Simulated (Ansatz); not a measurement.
## LiZnF3 (model cell, started as cubic perovskite with Zn in the octahedra): following an unstable mode

Wanted: the energy along a soft mode of LiZnF3 (model cell, started as cubic perovskite with Zn in the octahedra) and the structure at the end.

Calculated with Ansatz 0.2.0; DFT PBEsol, scalar-relativistic, plane waves, PAW; PAW set soft_1.

The structure was built from a prototype and need not be the compound's stable phase.

### Step 1. Starting point

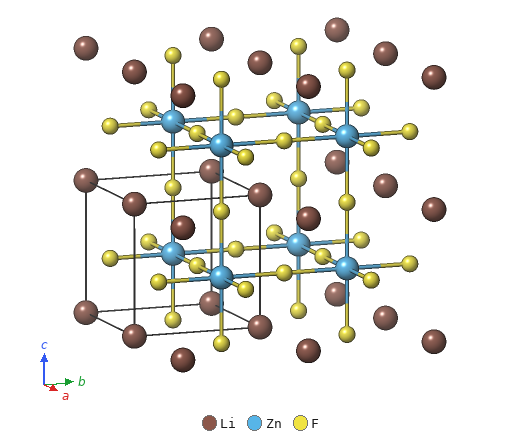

Start, viewed slightly off an axis; lithium brown, zinc blue, fluorine yellow. 2×2×2 cells are drawn. Some periodic images of atoms are drawn too.

### Step 2. The dispersion

The cell comes from relaxations at this level that are not shown. Stability and thermal properties need the whole zone. Linear response on a 4×4×4 q mesh gives force constants as far as a supercell of that size would, and the tensors from the zone-centre run are typed in so that the long-range dipole term is interpolated apart.

Contents of input.yaml:

```yaml
crystal:
  lattice:
    - [3.9677040432, 0.0, 0.0]
    - [0.0, 3.9677040432, 0.0]
    - [0.0, 0.0, 3.9677040432]
  atoms:
    - { symbol: Li, position: [0.0, 0.0, 0.0] }
    - { symbol: Zn, position: [0.5, 0.5, 0.5] }
    - { symbol: F, position: [0.5, 0.5, 0.0] }
    - { symbol: F, position: [0.5, 0.0, 0.5] }
    - { symbol: F, position: [0.0, 0.5, 0.5] }
kpoints:
  mp_grid: { grid: [8, 8, 8] }
hamiltonian:
  xc: pbesol
  pseudopotentials: { kind: paw, azcp: { folder: soft_1 }, xc_functional: pbe }
scf:
  occupations: { method: fixed }
output:
  eigenvalues: true
phonons:
  method: dfpt
  qmesh: [4, 4, 4]
  temperatures: { t_max: 1000, t_step: 50 }
  qpath:
    path:
      - [[0.0, 0.0, 0.0], [0.0, 0.5, 0.0], [0.5, 0.5, 0.0], [0.0, 0.0, 0.0], [0.5, 0.5, 0.5], [0.0, 0.5, 0.0]]
      - [[0.5, 0.5, 0.5], [0.5, 0.5, 0.0]]
    npoints: 10
  non_analytic_term:
    high_frequency_dielectric_tensor: [[2.29, 0.0, 0.0], [0.0, 2.29, 0.0], [0.0, 0.0, 2.29]]
    born_effective_charges:
      - { species: Li, tensor: [[1.2076, 0.0, 0.0], [0.0, 1.2076, 0.0], [0.0, 0.0, 1.2076]] }
      - { species: Zn, tensor: [[2.2074, 0.0, 0.0], [0.0, 2.2074, 0.0], [0.0, 0.0, 2.2074]] }
      - { species: F, tensor: [[-0.8576, 0.0, 0.0], [0.0, -0.8576, 0.0], [0.0, 0.0, -1.6999]] }
      - { species: F, tensor: [[-0.8576, 0.0, 0.0], [0.0, -1.6999, 0.0], [0.0, 0.0, -0.8576]] }
      - { species: F, tensor: [[-1.6999, 0.0, 0.0], [0.0, -0.8576, 0.0], [0.0, 0.0, -0.8576]] }
    source: "zone-centre run at this cell"
```

Started as:

```console
ansatz run input.yaml --threads 4 --pin off --max-ram 16384MiB --backend cpu --events-out ev --progress --plain --runs-dir out
```

Numbers of over 12 decimals in the logs are rounded to 6 here.

The log of the run:

```text
Engine: ansatz 0.2.0, x86_64-unknown-linux-gnu
Pseudopotentials: kind: paw
Pseudopotential: Li, paw, valence charge 3, recommended cutoff 420 eV (normal), soft_1/Li.paw.azcp
Pseudopotential: Zn, paw, valence charge 12, recommended cutoff 420 eV (normal), soft_1/Zn.paw.azcp
Pseudopotential: F, paw, valence charge 7, recommended cutoff 420 eV (normal), soft_1/F.paw.azcp
Functional definition: PBEsol
  exchange = pbesol_x
  correlation = pbesol_c
Crystal: 5 atoms, lattice volume = 62.462 Å³
Basis set: ecut = 420 eV, 1213 PW (Γ), exchange–correlation on 54×54×54 points (8 copies of the dense FFT grid, shifted against one another)
Bands: 23, of which v1, the nominal top of the filled ones, is band 18 counted from 1 (17 counted from 0)
Symmetry: 48 space group operations
k-points: 35 of 512
Non-local potential: Li, projectors of the file, l = 0: 3, l = 1: 2, l = 2: 1
Non-local potential: Zn, projectors of the file, l = 0: 2, l = 1: 2, l = 2: 3, l = 3: 1
Non-local potential: F, projectors of the file, l = 0: 2, l = 1: 2, l = 2: 1
PAW form: soft (Blöchl's): semilocal exchange-correlation on the pseudo side does not see the compensation charge
PAW frozen core: Zn, regenerated for the run's functional, and the local potential with it (the file was generated under x = pbe(κ = 0.804, μ = 0.219515), c = pbe(β = 0.066725))
PAW frozen core: F, regenerated for the run's functional, and the local potential with it (the file was generated under x = pbe(κ = 0.804, μ = 0.219515), c = pbe(β = 0.066725))
PAW one-centre angular grid: Li, 110 points (default); XC on 64 Gauss nodes
PAW one-centre angular grid: Zn, 590 points (default); XC on 64 Gauss nodes
PAW one-centre angular grid: F, 110 points (default); XC on 64 Gauss nodes
Initial density: superposition of atomic densities (chi_scale 0.1, normalization cell, long waves kept (reshape's long-wave potential 0.03 eV rms))
Initial wavefunctions: pseudopotential atomic-orbital guess
Functional: x = pbesol(κ = 0.804, μ = 0.123457), c = pbesol(β = 0.046)
SCF iter   1: F=—  HF=-5893.265848 eV  |F-HF|=—  |Δ(HF+E_count)|=         —  Δρ=1.82e-1  dr2=1.26e1  ethr=3.10e-3  ⟨swp⟩=4.3  Hψ=3681  notcnv=0  defer=69
preconditioner: auto → Resta (q_TF=auto, 2.489 Å⁻¹)  ε∞=3.7  [insulator: Δε(μ)=2.900 eV  Ē_g=16.802 eV  n_scr=18 (ndim 8)  ℏωp=27.4 eV  f_vac=0.010  ε∞_Penn≈3.7]
SCF iter   2: F=—  HF=-5888.911449 eV  |F-HF|=—  |Δ(HF+E_count)|=    4.35e0  Δρ=4.01e-2  dr2=8.04e-1  ethr=3.10e-3  ⟨swp⟩=3.0  Hψ=2324  notcnv=0  defer=85
SCF iter   3: F=—  HF=-5888.465744 eV  |F-HF|=—  |Δ(HF+E_count)|=   4.46e-1  Δρ=2.14e-2  dr2=3.11e-1  ethr=2.23e-3  ⟨swp⟩=2.0  Hψ=1640  notcnv=0  defer=97
SCF iter   4: F=—  HF=-5888.415332 eV  |F-HF|=—  |Δ(HF+E_count)|=   5.04e-2  Δρ=1.06e-2  dr2=2.82e-2  ethr=8.64e-4  ⟨swp⟩=2.4  Hψ=1364  notcnv=0  defer=96
SCF iter   5: F=—  HF=-5888.447899 eV  |F-HF|=—  |Δ(HF+E_count)|=   3.26e-2  Δρ=6.99e-3  dr2=1.81e-2  ethr=7.84e-5  ⟨swp⟩=2.9  Hψ=1691  notcnv=0  defer=100
SCF iter   6: F=—  HF=-5888.441583 eV  |F-HF|=—  |Δ(HF+E_count)|=   6.32e-3  Δρ=3.16e-3  dr2=3.30e-3  ethr=5.02e-5  ⟨swp⟩=2.2  Hψ=1318  notcnv=0  defer=100
SCF iter   7: F=—  HF=-5888.441177 eV  |F-HF|=—  |Δ(HF+E_count)|=   4.07e-4  Δρ=6.68e-4  dr2=1.96e-4  ethr=9.16e-6  ⟨swp⟩=2.1  Hψ=1344  notcnv=0  defer=101
SCF iter   8: F=—  HF=-5888.441201 eV  |F-HF|=—  |Δ(HF+E_count)|=   2.38e-5  Δρ=8.66e-5  dr2=6.00e-6  ethr=5.43e-7  ⟨swp⟩=2.0  Hψ=1350  notcnv=0  defer=101
SCF iter   9: F=—  HF=-5888.441202 eV  |F-HF|=—  |Δ(HF+E_count)|=   1.92e-6  Δρ=2.42e-5  dr2=2.68e-7  ethr=1.67e-8  ⟨swp⟩=2.4  Hψ=1296  notcnv=0  defer=36
SCF iter  10: F=—  HF=-5888.441203 eV  |F-HF|=—  |Δ(HF+E_count)|=   1.70e-7  Δρ=2.29e-6  dr2=2.65e-9  ethr=7.43e-10  ⟨swp⟩=2.0  Hψ=1370  notcnv=0  defer=35
SCF iter  11: F=—  HF=-5888.441203 eV  |F-HF|=—  |Δ(HF+E_count)|=   3.82e-9  Δρ=4.82e-7  dr2=1.03e-10  ethr=7.37e-12  ⟨swp⟩=2.0  Hψ=1394  notcnv=0  defer=35
SCF iter  12: F=-5888.441203 eV  HF=-5888.441203 eV  |F-HF|=1.36e-11  |Δ(HF+E_count)|=  2.53e-10  Δρ=1.08e-7  dr2=7.15e-12  ethr=1.00e-12  ⟨swp⟩=11.1  Hψ=4647  notcnv=0
SCF 1 converged in 12 iterations: F = -5888.441203 eV  dr2 = 7.15e-12
  greatest PAW one-centre occupation: 0.999 electrons in one spin orbital (limit 2), on the Li atom at site 0 (counted from 0), in its partial waves of l = 0
NSCF: frozen V_eff on 35 k-points
NSCF: frozen V_eff on 125 k-points
DFPT response loops at q = (0, 0, 0) (fractional): preconditioner auto → none (the input reference at scf.mixing.eps_inf says where Resta's filter doesn't serve); β = 0.50; Broyden in place of MSR1
NSCF: frozen V_eff on 400 k-points
DFPT response loops at q = (0, 0, 0.25) (fractional): mixed as the last ones told, above
NSCF: frozen V_eff on 250 k-points
DFPT response loops at q = (0, 0, -0.5) (fractional): mixed as the last ones told, above
NSCF: frozen V_eff on 640 k-points
DFPT response loops at q = (0, 0.25, 0.25) (fractional): mixed as the last ones told, above
NSCF: frozen V_eff on 400 k-points
DFPT response loops at q = (0, 0.25, -0.5) (fractional): mixed as the last ones told, above
NSCF: frozen V_eff on 250 k-points
DFPT response loops at q = (0, -0.5, -0.5) (fractional): mixed as the last ones told, above
NSCF: frozen V_eff on 1024 k-points
DFPT response loops at q = (0.25, 0.25, 0.25) (fractional): mixed as the last ones told, above
NSCF: frozen V_eff on 640 k-points
DFPT response loops at q = (0.25, 0.25, -0.5) (fractional): mixed as the last ones told, above
NSCF: frozen V_eff on 400 k-points
DFPT response loops at q = (0.25, -0.5, -0.5) (fractional): mixed as the last ones told, above
NSCF: frozen V_eff on 250 k-points
DFPT response loops at q = (-0.5, -0.5, -0.5) (fractional): mixed as the last ones told, above
SCF converged after 12 iterations
Free energy (F): -5888.441203 eV
Harris-Foulkes:  -5888.441203 eV  (|F-HF|=1.36e-11)
Internal energy: -5888.441203 eV  (E = F + TS)
E sigma→0 (E₀):  -5888.441203 eV
Fermi energy:    2.616982 eV
--- Per-component energies (eV) ---
  E_band       = -217.983533
  E_kinetic    = 753.081377
  E_local      = -4452.989431  (includes V_loc(G=0)·N_el)
  E_nonlocal   = 1073.921020
  E_hartree    = 1712.264893
  E_xc         = -312.712639
  E_vxc        = -354.652487  (∫ρ·V_xc dr)
  E_paw        = -2481.889139  (= ΣΔE_a)
  E_vpaw       = -661.875802  (= ΣTr[D̂ρ^β])
  E_aug_tail   = 0.002100  (compensation charges beyond the density's cutoff)
  E_ewald      = -2181.044068
  E_core_change = 0.924684  (= ΣΔE_core)
  E_smearing   = -0.000000  (= −TS)
  E_closure    = -0.000000  (closes the sum)
  Σ components = -5888.441203   (vs F -5888.441203, Δ=0.00e0)
--- Band table (eV; the first three rows and the last of 35) ---
  k-point 0: bands = [... 14 lower, 0.1672, 0.2433, 0.2433, 0.2433, 5.6968, 10.1296, 13.4353, 13.4353, ... 1 higher]
  k-point 1: bands = [... 14 lower, 0.2010, 0.2898, 0.2898, 0.3809, 5.9815, 10.2676, 12.5777, 13.3930, ... 1 higher]
  k-point 2: bands = [... 14 lower, 0.2220, 0.4316, 0.4316, 0.6652, 6.7213, 10.4838, 11.6454, 13.2884, ... 1 higher]
  k-point 34: bands = [... 14 lower, 0.7927, 0.7927, 2.6170, 2.6170, 10.5318, 11.9437, 11.9437, 11.9437, ... 1 higher]
--- Phonons (Γ-DFPT): 4 representative perturbations + reference (Σ response iterations 15) ---
  ASR residual: 2.630e-4 → 0.000e0 eV/Å²; symmetrization residual: 1.250e-6 eV/Å²
  ASR residual per site (eV/Å²): 1.99e-4 2.63e-4 9.51e-5 9.51e-5 9.51e-5
  Γ frequencies (cm⁻¹): -231.11 -231.11 -231.11 -40.21 -40.21 -40.21 0.00 0.00 0.00 187.72 187.72 187.72 488.99 488.99 488.99
--- Phonons (arbitrary-q DFPT): 10 irreducible q on the 4×4×4 mesh ---
  q = [0.0000, 0.0000, 0.0000] (star 1, of the zone-centre solve; hermiticity 1.77e-7, symmetrization 2.91e-13): -231.11 -231.11 -231.11 -40.21 -40.21 -40.21 -0.00 0.00 0.00 187.72 187.72 187.72 488.99 488.99 488.99
  q = [0.0000, 0.0000, 0.2500] (star 6, 9 solved perturbations in 1560 linear systems a pass and spin channel, the states on 200 of 512 k-point pairs; hermiticity 1.65e-7, symmetrization 3.34e-13): -223.70 -223.70 -45.45 -45.45 17.03 70.75 70.75 118.39 163.57 173.61 173.61 254.73 487.56 487.56 548.97
  q = [0.0000, 0.0000, -0.5000] (star 3, 9 solved perturbations in 975 linear systems a pass and spin channel, the states on 125 of 512 k-point pairs; hermiticity 2.11e-7, symmetrization 4.63e-13): -215.31 -215.31 -58.87 -58.87 46.16 131.60 131.60 135.66 135.66 167.61 180.31 291.32 486.09 486.09 520.18
  q = [0.0000, 0.2500, 0.2500] (star 12, 9 solved perturbations in 2460 linear systems a pass and spin channel, the states on 320 of 512 k-point pairs; hermiticity 1.49e-7, symmetrization 6.98e-14): -220.16 -214.75 -118.56 -103.16 48.37 61.93 109.43 137.35 159.88 171.33 247.42 269.53 433.43 486.22 559.94
  q = [0.0000, 0.2500, -0.5000] (star 12, 15 solved perturbations on 200 of 512 k-point pairs; hermiticity 2.08e-7, symmetrization 4.53e-14): -212.63 -204.04 -158.33 -122.13 25.14 110.96 126.37 130.04 163.28 199.53 266.24 300.45 405.14 484.84 548.27
  q = [0.0000, -0.5000, -0.5000] (star 3, 9 solved perturbations in 975 linear systems a pass and spin channel, the states on 125 of 512 k-point pairs; hermiticity 2.18e-7, symmetrization 1.91e-13): -208.06 -208.06 -189.19 -161.13 78.70 78.70 118.22 174.01 174.01 221.67 310.51 310.51 350.37 483.56 545.69
  q = [0.2500, 0.2500, 0.2500] (star 8, 4 solved perturbations in 1376 linear systems a pass and spin channel, the states on 512 of 512 k-point pairs; hermiticity 1.88e-7, symmetrization 2.23e-13): -219.12 -219.12 -123.93 -116.69 -91.62 -91.62 162.95 162.95 163.82 237.87 237.87 279.80 431.85 431.85 572.46
  q = [0.2500, 0.2500, -0.5000] (star 12, 9 solved perturbations in 2460 linear systems a pass and spin channel, the states on 320 of 512 k-point pairs; hermiticity 1.70e-7, symmetrization 1.04e-13): -218.15 -201.10 -184.21 -134.42 -107.37 -85.71 163.35 192.82 205.86 223.59 272.35 296.31 391.07 430.26 568.89
  q = [0.2500, -0.5000, -0.5000] (star 6, 9 solved perturbations in 1560 linear systems a pass and spin channel, the states on 200 of 512 k-point pairs; hermiticity 1.44e-7, symmetrization 2.73e-13): -212.19 -212.19 -206.67 -161.47 -119.24 -119.24 192.98 218.55 218.55 245.25 294.08 294.08 350.10 412.82 571.61
  q = [-0.5000, -0.5000, -0.5000] (star 1, 4 solved perturbations in 350 linear systems a pass and spin channel, the states on 125 of 512 k-point pairs; hermiticity 5.00e-8, symmetrization 1.64e-13): -220.18 -220.18 -220.18 -161.80 -161.80 -161.80 256.31 256.31 256.31 264.55 264.55 264.55 349.82 349.82 578.83
  sum rule: each row above includes the acoustic sum rule's correction from the zone centre's row sums; it moved no ω² by more than (2.79 cm⁻¹)²
  mesh force constants: q→R imaginary residual 7.26e-19; ASR residual 2.630e-4 → 0.000e0 eV/Å²; symmetrization residual 8.882e-15 eV/Å²
  interpolated dispersion: 63 rows × 15 modes
  density of states and harmonic sums: on the 16×16×16 q-mesh, interpolated from the force constants of a 4×4×4 supercell (with the dipole–dipole term of supplied tensors)
  largest difference from the sums on the solved wave vectors: F 6.65e-2 eV, S 8.86e-5 and C_V 2.21e-5 eV/K
  zero-point energy: 0.167330 eV/cell   skipped modes (ω ≤ 0): 853, of them read as no rigid motion or as one in doubt: 850 (5.177e0 modes/cell left out, lowest -231.11 cm⁻¹)   left out of the sums: 3.45e-1 of the cell's modes: C_V's classical limit lies that fraction below 3 k_B per atom; for a crystal, a wire or a layer, F and S can be off by more, and a phonons.interpolated_qmesh denser along its periods is the remedy for the sampling
```

It took 6.4 min on 4 threads of Intel Xeon Platinum 8375C at 2.90GHz (Ice Lake), shared host; peak memory 2 GiB.

Reading the cycles: dr2 is the Hartree energy of the density residual (eV), the measure of convergence; HF is the Harris–Foulkes estimate of the energy, which meets the free energy F at convergence.

This step gave:

* gap on the k-mesh: 3.080 eV
* volume per atom: 12.49 Å³
* sum-rule residual before enforcement: 2.63e-4 eV/Å²
* lowest frequency on the path: -231.1 cm⁻¹
* point group: m-3m
* highest frequency on the path or at a solved wavevector: 578.8 cm⁻¹
* highest optical mode at the zone centre (no LO-TO term): 489.0 cm⁻¹
* lowest optical zone-centre mode: -231.1 cm⁻¹
* lowest mode on the q mesh (acoustic modes at Γ apart): -231.1 cm⁻¹

Frequencies (cm⁻¹) solved at each irreducible wavevector; negative means imaginary. Frequencies by wavevector, by row:

| q in reciprocal lattice units | star | mode 1 | mode 2 | mode 3 | mode 4 | mode 13 | mode 14 | mode 15 |
| --- | --- | --- | --- | --- | --- | --- | --- | --- |
| 0 0 0 | 1 | -231.1 | -231.1 | -231.1 | -40.2 | 489 | 489 | 489 |
| 0 0 0.25 | 6 | -223.7 | -223.7 | -45.5 | -45.5 | 487.6 | 487.6 | 549 |
| 0 0 -0.5 | 3 | -215.3 | -215.3 | -58.9 | -58.9 | 486.1 | 486.1 | 520.2 |
| 0 0.25 0.25 | 12 | -220.2 | -214.8 | -118.6 | -103.2 | 433.4 | 486.2 | 559.9 |
| 0 0.25 -0.5 | 12 | -212.6 | -204 | -158.3 | -122.1 | 405.1 | 484.8 | 548.3 |
| 0 -0.5 -0.5 | 3 | -208.1 | -208.1 | -189.2 | -161.1 | 350.4 | 483.6 | 545.7 |
| 0.25 0.25 0.25 | 8 | -219.1 | -219.1 | -123.9 | -116.7 | 431.9 | 431.9 | 572.5 |
| 0.25 0.25 -0.5 | 12 | -218.2 | -201.1 | -184.2 | -134.4 | 391.1 | 430.3 | 568.9 |
| 0.25 -0.5 -0.5 | 6 | -212.2 | -212.2 | -206.7 | -161.5 | 350.1 | 412.8 | 571.6 |
| -0.5 -0.5 -0.5 | 1 | -220.2 | -220.2 | -220.2 | -161.8 | 349.8 | 349.8 | 578.8 |

Interpolated from a 4×4×4 q mesh, with the LO-TO term (at Γ the limit along the path; where Γ stands inside the path, tables give the limit on arrival). The phonon branches at the labelled points (cm⁻¹):

| point | branch 1 | branch 2 | branch 3 | branch 4 | branch 12 | branch 13 | branch 14 | branch 15 |
| --- | --- | --- | --- | --- | --- | --- | --- | --- |
| Γ | -231 | -231 | -40 | -40 | 239 | 489 | 489 | 571 |
| X | -215 | -215 | -59 | -59 | 291 | 486 | 486 | 520 |
| M | -208 | -208 | -189 | -161 | 310 | 350 | 484 | 546 |
| Γ | -231 | -231 | -40 | -40 | 239 | 489 | 489 | 571 |
| R | -220 | -220 | -220 | -162 | 264 | 350 | 350 | 579 |
| X | -215 | -215 | -59 | -59 | 291 | 486 | 486 | 520 |
| jump to R | -220 | -220 | -220 | -162 | 264 | 350 | 350 | 579 |
| M | -208 | -208 | -189 | -161 | 310 | 350 | 484 | 546 |

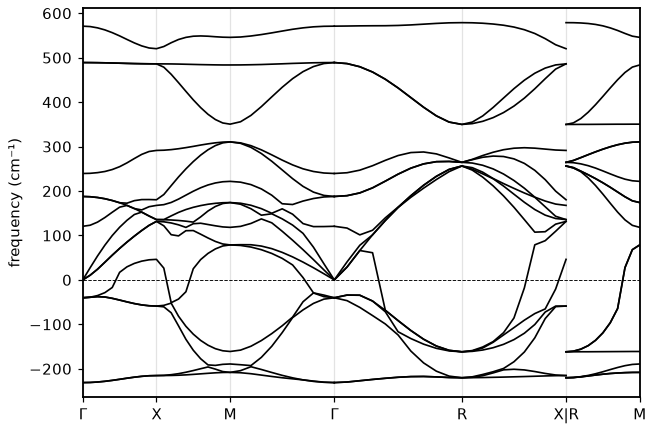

Phonon branches along the path.

Symmetry leaves 10 wavevectors to solve. The lowest mode among them, the acoustic zeros apart, lies at Γ and is imaginary, 231.1i cm⁻¹, so the energy falls along it.

### Step 3. The mode frozen in, largest atomic shift 0 Å

The mode followed lies at Γ with frequency 231.1i cm⁻¹ and is 3-fold degenerate, the softest among the wavevectors solved. At small amplitude the distorted cell has space group no. 38 by a symmetry search on the positions. The undistorted cell that holds it gives the zero of energy on the same k mesh.

input.yaml, the sections that differ from step 2:

```yaml
scf:
  occupations: { method: gaussian, width: 0.02 }
output:
  forces: true
  stress: true
  eigenvalues: true
# crystal, kpoints, hamiltonian: as in step 2
# phonons: removed
```

The log of the run:

```text
[...]
Crystal: 5 atoms, lattice volume = 62.462 Å³
Basis set: ecut = 420 eV, 1213 PW (Γ), exchange–correlation on 54×54×54 points (8 copies of the dense FFT grid, shifted against one another)
Bands: 23, of which v1, the nominal top of the filled ones, is band 18 counted from 1 (17 counted from 0)
Symmetry: 48 space group operations
[...]
k-points: 35 of 512
[...]
--- Band table (eV; the first three rows and the last of 35) ---
  k-point 0: bands = [... 14 lower, 0.1672, 0.2433, 0.2433, 0.2433, 5.6968, 10.1296, 13.4352, 13.4352]
  k-point 1: bands = [... 14 lower, 0.2010, 0.2898, 0.2898, 0.3809, 5.9815, 10.2676, 12.5777, 13.3930]
  k-point 2: bands = [... 14 lower, 0.2220, 0.4316, 0.4316, 0.6652, 6.7213, 10.4838, 11.6454, 13.2884]
  k-point 34: bands = [... 14 lower, 0.7927, 0.7927, 2.6170, 2.6170, 10.5318, 11.9437, 11.9437, 11.9437]
[key lines of the parts left out:]
SCF converged after 10 iterations
Free energy (F): -5888.441203 eV
Fermi energy:    4.156959 eV
P = ⅓ Tr σ = -0.0069 GPa (-0.069 kbar)
```

Wall time 0.96 s (4 threads); peak memory 0.42 GiB; 3.1 s of CPU time.

Numbers from this step:

| Property | Result |
| --- | --- |
| pressure | -0.006940 GPa |
| energy from the undistorted cell | 0 meV/atom |

At this level the gap is 3.08 eV on the k-mesh of the self-consistent run, which can miss the band edges.

### Step 4. The mode frozen in, largest atomic shift 0.6 Å

The atoms are moved along the unstable eigenvector, the largest shift by 0.6 Å, with the cell fixed.

input.yaml, the sections that differ from step 3:

```yaml
crystal:
  lattice:
    - [3.9677040432, 0.0, 0.0]
    - [0.0, 3.9677040432, 0.0]
    - [0.0, 0.0, 3.9677040432]
  atoms:
    - { symbol: Li, position: [0.0, -0.1069293637, -0.1069293637] }
    - { symbol: Zn, position: [0.5, 0.4971842228, 0.4971842228] }
    - { symbol: F, position: [0.5, 0.5231613438, 0.0024280041] }
    - { symbol: F, position: [0.5, 0.0024280041, 0.5231613438] }
    - { symbol: F, position: [0.0, 0.5231613438, 0.5231613438] }
# kpoints, hamiltonian, scf, output: as in step 3
```

The log of the run:

```text
[...]
Crystal: 5 atoms, lattice volume = 62.462 Å³
Basis set: ecut = 420 eV, 1213 PW (Γ), exchange–correlation on 54×54×54 points (8 copies of the dense FFT grid, shifted against one another)
Bands: 23, of which v1, the nominal top of the filled ones, is band 18 counted from 1 (17 counted from 0)
Symmetry: 4 space group operations
[...]
k-points: 105 of 512 (time reversal used)
[...]
--- Band table (eV; the first three rows and the last of 105) ---
  k-point 0: bands = [... 14 lower, 0.0518, 0.1119, 0.2071, 0.2653, 5.7226, 9.9567, 12.8303, 13.8059]
  k-point 1: bands = [... 14 lower, 0.0747, 0.1596, 0.1660, 0.4230, 6.0068, 10.0665, 12.5564, 13.7765]
  k-point 2: bands = [... 14 lower, 0.0896, 0.2872, 0.2917, 0.6258, 6.7478, 10.2220, 12.0202, 13.7027]
  k-point 104: bands = [... 14 lower, 0.6111, 0.7389, 2.3409, 2.4374, 10.1442, 11.8321, 12.2082, 12.3655]
[key lines of the parts left out:]
SCF converged after 11 iterations
Free energy (F): -5888.702474 eV
Fermi energy:    4.079973 eV
P = ⅓ Tr σ = 0.5761 GPa (5.761 kbar)
```

Wall time 3.9 s (4 threads); peak memory 0.52 GiB; 14 s of CPU time.

Numbers from this step:

```
pressure                         : 0.5761 GPa
gap on the k-mesh                : 3.285 eV
energy from the undistorted cell : -52.25 meV/atom
```

The energy, extrapolated to zero smearing, is -52.25 meV/atom against the undistorted cell.

The run ends at a pressure of 0.58 GPa, with forces up to 0.50 eV/Å.

(Continued in part 2 of 3.)

[Logs are printed without paths, hosts, clocks, repeated set-up lines and the standing remarks that a program may print on its own settings, such as how far it seeks lower states.]

[Hosts, paths, dates, database ids (printed as entryN), source tags and the programs' standing remarks are cut or masked in the printed files.]
